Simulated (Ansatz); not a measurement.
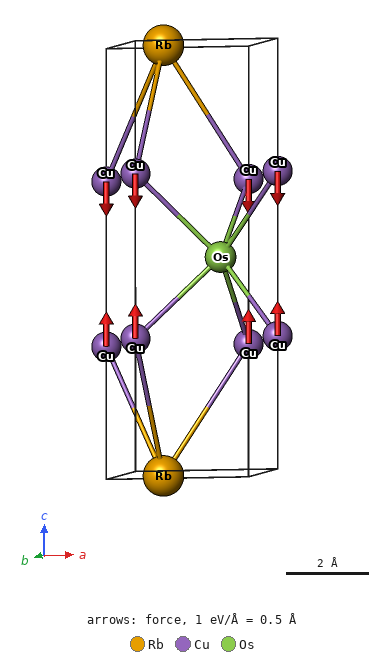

Starting geometry of a crystal of RbCu₂Os (a generated structure, set up in P-6m2) (coarse preliminary run) with the computed forces as red arrows. The picture is a ball-and-stick view of the cell of the calculation, seen from a free direction.

These are results of Ansatz 0.2.0, DFT PBE, scalar-relativistic, plane waves, PAW, not measurements. Settings: plane-wave cutoff 420 eV; k-point mesh 6 × 6 × 2; occupations gaussian; smearing width 0.1 eV; no spin polarisation; cell and atoms relaxed; force threshold 0.04 eV/Å; at most 70 steps.

Is this structure relaxed? If not, where do the atoms go?

It isn't relaxed: the largest force vector, on Cu atoms, is 1.75 eV/Å. Measured relative to the changing cell, the final displacements run against the starting forces (cosine between the two patterns −1.00). The largest moves relative to the cell, 0.092 Å, are those of Cu atoms. Os and Rb stay in place. The volume changes by −43.5 %, with a = b 3.704 → 2.842 Å (−23.3 %), c 10.632 → 10.197 Å (−4.1 %). Among the contacts that change: Cu–Cu 3.704 → 2.842 Å, Os–Os 3.704 → 2.842 Å, Rb–Rb 3.704 → 2.842 Å, Cu–Rb 3.915 → 3.466 Å. Among the angles between lasting bonds that change: Cu–Os–Cu 87.2° → 102.5°, Cu–Os–Cu 77.7° → 65.6°, Os–Cu–Os 77.7° → 65.6°. The space group stays P-6m2 (No. 187). Over 8 accepted moves (9 points after the start) the energy falls by 3.544 eV per cell of the calculation. The largest force component goes from 1.8 to 0.0098 eV/Å. Pressure: −11.95 GPa at the start and 0.03 GPa at the end. At 1 point the geometry stayed and the basis and grid were re-selected for the new cell (energy shift of 8.1 meV per cell of the calculation at most each time). The run took 57 s on 1 thread of Arm Neoverse V2 (shared host), peak memory 0.39 GiB.
